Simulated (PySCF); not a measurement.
**C2H5BOSi: electronic excitations and core binding energies**

What electronic excitations and core binding energies should C2H5BOSi (`BC1=CO[SiH2]1`) show?

Programs: PySCF 2.14.0, with density-fitted response routines of our own. Each step states its level of theory. These are calculated values for one molecule in the gas phase, unless marked as measured. Atoms are numbered from 0 throughout.

## 1. The molecule as given

10 atoms, charge 0, multiplicity 1; geometry from: GFN2-xTB.

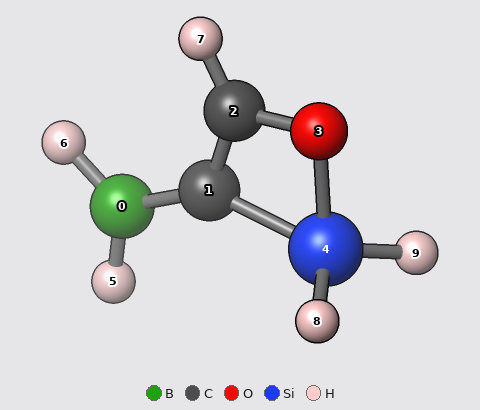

The starting geometry (boron green, carbon dark grey, oxygen red, silicon blue, hydrogen pink), atoms numbered.

## 2. Ultraviolet spectrum: CAM-B3LYP/def2-SVPD

The job: settings as JSON, then the geometry in Å.

```
{"job": {"kind": "uv", "xc": "CAM-B3LYP", "basis": "def2-SVPD", "nstates": 8, "ntriplets": 3}, "charge": 0, "multiplicity": 1}
B      1.751609    -0.310830    -0.605026
C      0.357796     0.006077    -0.105295
C     -0.169485     1.160328     0.378865
O     -1.464582     0.958333     0.701272
Si    -1.375854    -0.703265     0.201271
H      2.014567    -1.385544    -0.988167
H      2.565353     0.532564    -0.604554
H      0.243337     2.145483     0.538402
H     -2.292452    -0.873223    -0.913149
H     -1.621408    -1.525268     1.373854
```

With the program's defaults for keys left out, this is: TDDFT CAM-B3LYP/def2-SVPD, vertical, gas phase, core orbitals frozen in the response.

Command:

```sh
OMP_NUM_THREADS=1 python probes_run.py task.json out
```

One launch serves the whole session: the jobs run in the order shown.

What it wrote:

```text
coarse grid: 9072 points
cycle   1  E = -468.2718370226  dE =  7.343e-01  |g| = 6.819e-01  |ddm| = 4.644e+00
cycle   2  E = -468.2217522788  dE =  5.008e-02  |g| = 8.982e-01  |ddm| = 1.886e+00
cycle   3  E = -468.3706658028  dE = -1.489e-01  |g| = 1.090e-01  |ddm| = 1.092e+00
cycle   4  E = -468.3728784647  dE = -2.213e-03  |g| = 5.049e-02  |ddm| = 1.938e-01
cycle   5  E = -468.3735041475  dE = -6.257e-04  |g| = 1.117e-02  |ddm| = 7.678e-02
cycle   6  E = -468.3735363591  dE = -3.221e-05  |g| = 1.865e-03  |ddm| = 2.145e-02
cycle   7  E = -468.3735375369  dE = -1.178e-06  |g| = 7.929e-04  |ddm| = 4.586e-03
final grid: 83624 points
cycle   8  E = -468.4498328035  dE = -1.735e-05  |g| = 2.482e-03  |ddm| = 5.050e-02
cycle   9  E = -468.4498327591  dE =  4.444e-08  |g| = 2.700e-03  |ddm| = 7.897e-03
cycle  10  E = -468.4498344930  dE = -1.734e-06  |g| = 3.795e-04  |ddm| = 3.456e-03
cycle  11  E = -468.4498345166  dE = -2.358e-08  |g| = 1.756e-04  |ddm| = 6.284e-04
cycle  12  E = -468.4498345247  dE = -8.117e-09  |g| = 2.962e-05  |ddm| = 2.712e-04
cycle  13  E = -468.4498345250  dE = -3.163e-10  |g| = 1.117e-05  |ddm| = 8.621e-05
converged SCF energy = -468.4498345250

Static polarisability (au): isotropic 66.405, principal 48.687 66.762 83.766

Singlet excitations
state   eV       nm        f      main configurations
  1   4.9935    248.3   0.00087   H-1->L 0.98
  2   5.1801    239.3   0.25678   H->L 0.95
  3   5.4910    225.8   0.00233   H->L+1 0.98
  4   5.9399    208.7   0.00243   H-2->L 0.96
  5   6.5050    190.6   0.06621   H-1->L+1 0.91
  6   6.9143    179.3   0.00001   H-4->L 0.80, H-1->L+4 0.11
  7   6.9466    178.5   0.02820   H->L+2 0.72, H->L+3 0.17
  8   7.1495    173.4   0.08892   H->L+4 0.91

Triplet excitations (Tamm-Dancoff, eV): 3.2834 4.7068 5.3103
```

Wall time 30 s (1 thread of Arm Neoverse N1, shared host); peak memory 0.62 GiB.

The orbitals next to the gap, with their largest atomic shares:

| orbital | eV | atoms |
| --- | --- | --- |
| HOMO−3 | -11.58 | Si4 33 %, H9 21 %, H8 21 % |
| HOMO−2 | -10.76 | B0 27 %, O3 26 %, C1 17 % |
| HOMO−1 | -9.65 | C1 28 %, B0 18 %, Si4 18 % |
| HOMO | -8.71 | C1 38 %, O3 26 %, C2 18 % |
| LUMO | -0.63 | B0 32 %, C2 26 %, C1 15 % |
| LUMO+1 | 0.16 | Si4 43 %, H8 13 %, H9 13 % |
| LUMO+2 | 1.15 | Si4 33 %, B0 32 %, H9 7 % |

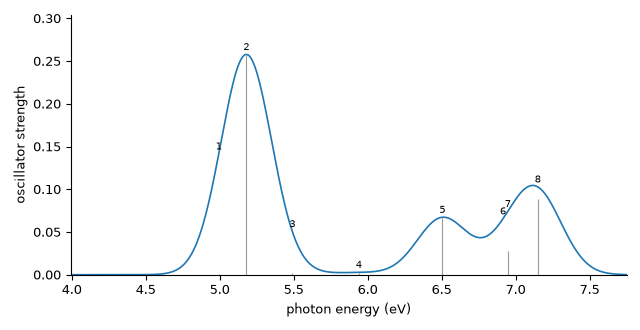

Absorption spectrum from the 8 singlet states computed; above the last one it falls off for lack of states. Lines are broadened to a width of 0.40 eV (Gaussian).

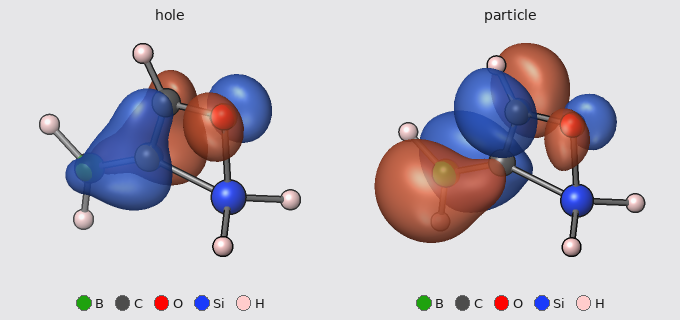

Leading natural transition orbitals of singlet state 2: the electron leaves the hole (left) for the particle orbital (right).

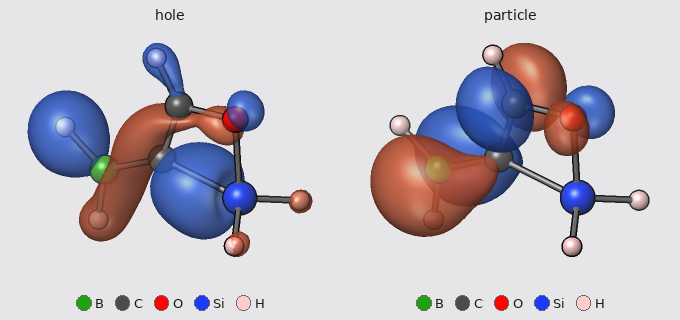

Leading natural transition orbitals of singlet state 1: the electron leaves the hole (left) for the particle orbital (right).

Further results of this job:

| property | computed |
| --- | --- |
| dipole moment (D) | 1.18 |
| polarisability (Å³) | 9.84 |
| HOMO–LUMO gap (eV) | 8.07 |
| −ε(HOMO) (eV) | 8.71 |

Orbitals, density, ELF and potential are computed afterwards from the orbital file.

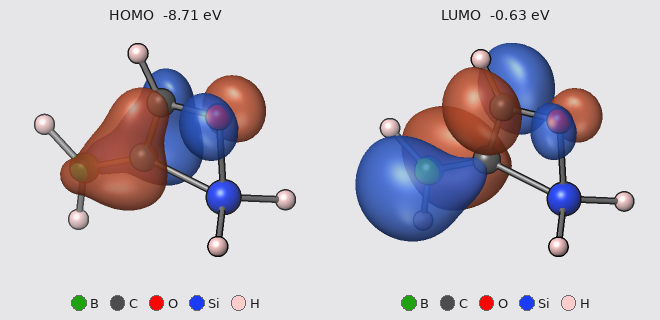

Frontier orbitals at CAM-B3LYP/def2-SVPD; each surface holds 70 % of the orbital's density, blue and red mark the sign.

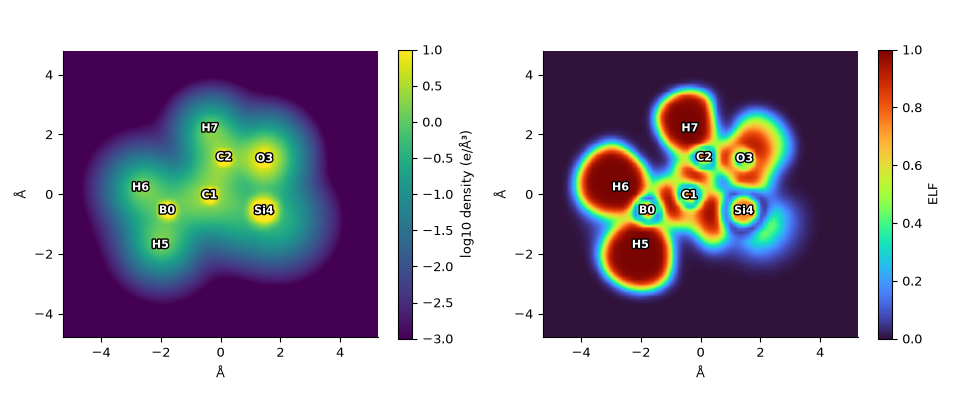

Density (left) and ELF (right) in a plane through or near 8 of the atoms.

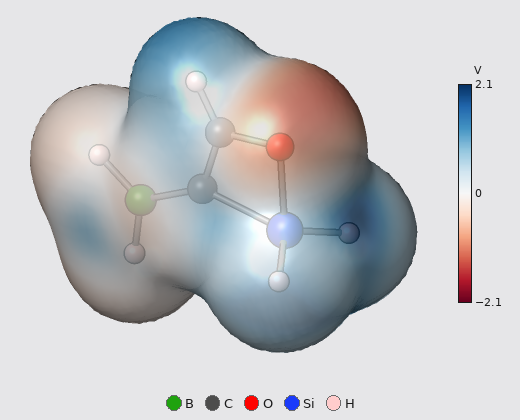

The potential that a unit positive charge feels on the 0.002 e/bohr³ surface, from -1.10 V near O3 to 2.10 V near Si4.

## 3. Core-electron binding energies: SCAN, X2C

The job, as its differences from that of step 2:

```diff
@@ -1,2 +1,2 @@
-{"job": {"kind": "uv", "xc": "CAM-B3LYP", "basis": "def2-SVPD", "nstates": 8, "ntriplets": 3}, "charge": 0, "multiplicity": 1}
+{"job": {"kind": "xps"}, "charge": 0, "multiplicity": 1}
 B      1.751609    -0.310830    -0.605026
```

With the program's defaults for keys left out, this is: delta-SCF UKS SCAN, pcX-2 on the ionised atom, pcseg-1 elsewhere, spin-free X2C.

What it wrote:

```text
ground state, core basis on atom 0 (B), 130 functions
  cycle   1  E = -469.15560401  |g| = 6.71e-01
  cycle   2  E = -468.96231465  |g| = 1.14e+00
  cycle   3  E = -469.25662794  |g| = 1.52e-01
  cycle   4  E = -469.25934429  |g| = 1.03e-01
  cycle   5  E = -469.26207427  |g| = 3.08e-02
  cycle   6  E = -469.26231454  |g| = 8.95e-03
  cycle   7  E = -469.26233610  |g| = 3.92e-03
  cycle   8  E = -469.26233821  |g| = 5.98e-04
  cycle   9  E = -469.26233948  |g| = 5.52e-05
  E(ground) = -469.30144840 Eh
hole in B 1s of atom 0
  cycle   1  E = -461.67765417  |g| = 1.16e+00
  cycle   2  E = -460.10037942  |g| = 1.92e+00
  cycle   3  E = -461.76052594  |g| = 8.01e-01
  cycle   4  E = -462.04667625  |g| = 3.61e-01
  cycle   5  E = -462.08670986  |g| = 1.76e-01
  cycle   6  E = -462.10309119  |g| = 5.69e-02
  cycle   7  E = -462.10560923  |g| = 2.82e-02
  cycle   8  E = -462.10651358  |g| = 2.49e-02
  cycle   9  E = -462.10725743  |g| = 1.77e-02
  cycle  10  E = -462.10770646  |g| = 7.65e-03
  cycle  11  E = -462.10775431  |g| = 2.83e-03
  cycle  12  E = -462.10776866  |g| = 9.87e-04
  cycle  13  E = -462.10776926  |g| = 3.17e-04
  E(ion) = -462.14666674 Eh   <S^2> = 1.0528   hole on atom = 1.000   binding energy = 194.692 eV
ground state, core basis on atom 1 (C), 130 functions
  cycle   1  E = -469.27260585  |g| = 5.90e-02
  cycle   2  E = -469.27217807  |g| = 4.38e-02
  cycle   3  E = -469.27186593  |g| = 5.56e-02
  cycle   4  E = -469.27270312  |g| = 9.66e-03
  cycle   5  E = -469.27272235  |g| = 1.77e-03
  cycle   6  E = -469.27272500  |g| = 2.72e-04
  E(ground) = -469.31151165 Eh
hole in C 1s of atom 1
  cycle   1  E = -458.04742579  |g| = 1.52e+00
  cycle   2  E = -456.97326076  |g| = 2.07e+00
  cycle   3  E = -458.45167660  |g| = 6.63e-01
  cycle   4  E = -458.52716530  |g| = 5.17e-01
  cycle   5  E = -458.63292066  |g| = 9.68e-02
  cycle   6  E = -458.63611849  |g| = 3.29e-02
  cycle   7  E = -458.63664358  |g| = 1.19e-02
  cycle   8  E = -458.63672918  |g| = 2.36e-03
  cycle   9  E = -458.63673485  |g| = 1.33e-03
  cycle  10  E = -458.63673718  |g| = 5.01e-04
  cycle  11  E = -458.63673641  |g| = 1.39e-04
  E(ion) = -458.67456833 Eh   <S^2> = 0.7785   hole on atom = 1.000   binding energy = 289.446 eV
ground state, core basis on atom 2 (C), 130 functions
  cycle   1  E = -469.27495384  |g| = 5.99e-02
  cycle   2  E = -469.27458686  |g| = 4.27e-02
  cycle   3  E = -469.27438035  |g| = 5.10e-02
  cycle   4  E = -469.27504701  |g| = 1.28e-02
  cycle   5  E = -469.27508446  |g| = 1.44e-03
  cycle   6  E = -469.27508398  |g| = 4.80e-04
  E(ground) = -469.31375120 Eh
hole in C 1s of atom 2
  cycle   1  E = -457.93470072  |g| = 1.51e+00
  cycle   2  E = -455.74111635  |g| = 2.34e+00
  cycle   3  E = -458.10641421  |g| = 7.76e-01
  cycle   4  E = -458.37416443  |g| = 5.34e-01
  cycle   5  E = -458.38741347  |g| = 5.29e-01
  cycle   6  E = -458.51180129  |g| = 1.10e-01
  cycle   7  E = -458.51773858  |g| = 5.59e-02
  cycle   8  E = -458.51968084  |g| = 1.33e-02
  cycle   9  E = -458.52012577  |g| = 9.76e-03
  cycle  10  E = -458.52055640  |g| = 5.44e-03
  cycle  11  E = -458.52063876  |g| = 2.68e-03
  cycle  12  E = -458.52065319  |g| = 1.32e-03
  cycle  13  E = -458.52065613  |g| = 3.19e-04
  E(ion) = -458.55732975 Eh   <S^2> = 0.9165   hole on atom = 1.000   binding energy = 292.697 eV
ground state, core basis on atom 3 (O), 130 functions
  cycle   1  E = -469.30280273  |g| = 1.07e-01
  cycle   2  E = -469.29811613  |g| = 1.55e-01
  cycle   3  E = -469.30229855  |g| = 7.19e-02
  cycle   4  E = -469.30348888  |g| = 8.99e-03
  cycle   5  E = -469.30351067  |g| = 2.46e-03
  cycle   6  E = -469.30351359  |g| = 5.00e-04
  cycle   7  E = -469.30351340  |g| = 2.70e-04
  E(ground) = -469.33935083 Eh
hole in O 1s of atom 3
  cycle   1  E = -448.67265716  |g| = 2.23e+00
  cycle   2  E = -447.72046930  |g| = 2.46e+00
  cycle   3  E = -449.21623774  |g| = 7.43e-01
  cycle   4  E = -449.26593087  |g| = 6.52e-01
  cycle   5  E = -449.51276805  |g| = 8.97e-02
  cycle   6  E = -449.51575452  |g| = 3.02e-02
  cycle   7  E = -449.51625743  |g| = 9.29e-03
  cycle   8  E = -449.51631096  |g| = 3.43e-03
  cycle   9  E = -449.51632469  |g| = 1.69e-03
  cycle  10  E = -449.51633410  |g| = 1.32e-03
  cycle  11  E = -449.51634924  |g| = 1.00e-03
  cycle  12  E = -449.51636013  |g| = 5.66e-04
  cycle  13  E = -449.51636348  |g| = 2.62e-04
  E(ion) = -449.55242202 Eh   <S^2> = 0.7702   hole on atom = 1.000   binding energy = 538.430 eV
ground state, core basis on atom 4 (Si), 141 functions
  cycle   1  E = -469.36918540  |g| = 3.02e-01
  cycle   2  E = -469.36164248  |g| = 2.15e-01
  cycle   3  E = -469.35432358  |g| = 2.71e-01
  cycle   4  E = -469.37056677  |g| = 3.71e-02
  cycle   5  E = -469.37093738  |g| = 1.10e-02
  cycle   6  E = -469.37096797  |g| = 2.31e-03
  cycle   7  E = -469.37096826  |g| = 6.48e-04
  cycle   8  E = -469.37096817  |g| = 2.08e-04
  E(ground) = -469.36809532 Eh
hole in Si 1s of atom 4
  cycle   1  E = -400.40671197  |g| = 4.35e+00
  cycle   2  E = -398.85786756  |g| = 2.52e+00
  cycle   3  E = -397.27769672  |g| = 2.02e+00
  cycle   4  E = -401.30571866  |g| = 5.38e-01
  cycle   5  E = -401.24084857  |g| = 6.96e-01
  cycle   6  E = -401.45441221  |g| = 1.32e-01
  cycle   7  E = -401.46231000  |g| = 5.09e-02
  cycle   8  E = -401.46348395  |g| = 1.81e-02
  cycle   9  E = -401.46365132  |g| = 3.82e-03
  cycle  10  E = -401.46365582  |g| = 2.30e-03
  cycle  11  E = -401.46365810  |g| = 4.97e-04
  E(ion) = -401.46769634 Eh   <S^2> = 0.7526   hole on atom = 1.000   binding energy = 1847.664 eV
hole in Si 2p of atom 4
  cycle   1  E = -465.06522772  |g| = 1.23e+00
  cycle   2  E = -463.49675179  |g| = 1.63e+00
  cycle   3  E = -464.75751308  |g| = 9.22e-01
  cycle   4  E = -465.30349341  |g| = 4.04e-01
  cycle   5  E = -465.35857981  |g| = 2.47e-01
  cycle   6  E = -465.38452209  |g| = 6.57e-02
  cycle   7  E = -465.38640142  |g| = 2.77e-02
  cycle   8  E = -465.38683122  |g| = 6.25e-03
  cycle   9  E = -465.38684959  |g| = 2.51e-03
  cycle  10  E = -465.38685250  |g| = 8.36e-04
  cycle  11  E = -465.38685261  |g| = 1.65e-04
  E(ion) = -465.39419065 Eh   <S^2> = 0.7523   hole on atom = 1.002   binding energy = 108.135 eV
  2p3/2 = 107.854 eV   2p1/2 = 108.483 eV
```

Wall time 71 s (1 thread of Arm Neoverse N1, shared host); peak memory 0.47 GiB.

Binding energies by hole, beside the orbital energy of the ground state; the difference holds orbital relaxation and, for a density functional, its self-interaction error:

| hole | stands for | environment | ΔSCF (eV; 2p as the shell's mean) | −ε (eV) | ⟨S²⟩ |
| --- | --- | --- | --- | --- | --- |
| B1s on B0 | B0 | boron bonded to C, 2 H | 194.69 (doubtful) | 179.5 | 1.053 |
| C1s on C1 | C1 | β carbon of an enol-ether or enamine type C=C | 289.45 | 273.1 | 0.779 |
| C1s on C2 | C2 | alkene carbon bearing oxygen | 292.70 (doubtful) | 276.2 | 0.917 |
| O1s on O3 | O3 | oxygen bonded to C, Si, in a 4-membered ring | 538.43 | 517.4 | 0.770 |
| Si1s on Si4 | Si4 | silicon bonded to C, O, 2 H, in a 4-membered ring | 1847.66 | 1794.4 | 0.753 |
| Si2p on Si4 | Si4 | silicon bonded to C, O, 2 H, in a 4-membered ring | 108.06 | 97.2 | 0.752 |

Doubtful: the ion did not converge, its hole moved, or its ⟨S²⟩ is well above 0.75.

With the spin-orbit splitting: Si4 2p3/2 107.85, 2p1/2 108.48 eV. The table gives each 2p level as the mean over the whole 2p shell (two parts 2p3/2, one part 2p1/2), which differs a little from the single hole in the log.

## 4. Outcome

```
                                                    quantity                        value
                        lowest singlet (CAM-B3LYP/def2-SVPD)  4.99 eV (248 nm), f = 0.001
                    brightest single state of those computed  state 2, 5.18 eV, f = 0.257
                                              lowest triplet                      3.28 eV
                       surface potential, least and greatest           -1.10 V and 2.10 V
C1s binding energies, SCAN/pcX-2 (standing for 1 of 2 atoms)                 C1 289.45 eV
                            O1s binding energies, SCAN/pcX-2                 O3 538.43 eV
                           Si1s binding energies, SCAN/pcX-2               Si4 1847.66 eV
                           Si2p binding energies, SCAN/pcX-2                Si4 108.06 eV
```

What this shows: The first singlet state (HOMO−1→LUMO 0.98) lies at 4.99 eV and is dark; of the 8 states computed, the strongest absorption comes from state 2 at 5.18 eV. The lowest triplet lies 1.71 eV below the lowest singlet (triplets in Tamm-Dancoff, singlets in full TDDFT). By nearest atom (CAM-B3LYP/def2-SVPD), the HOMO sits on C1 45 %; O3 26 % and the LUMO on B0 32 %; C2 27 %.
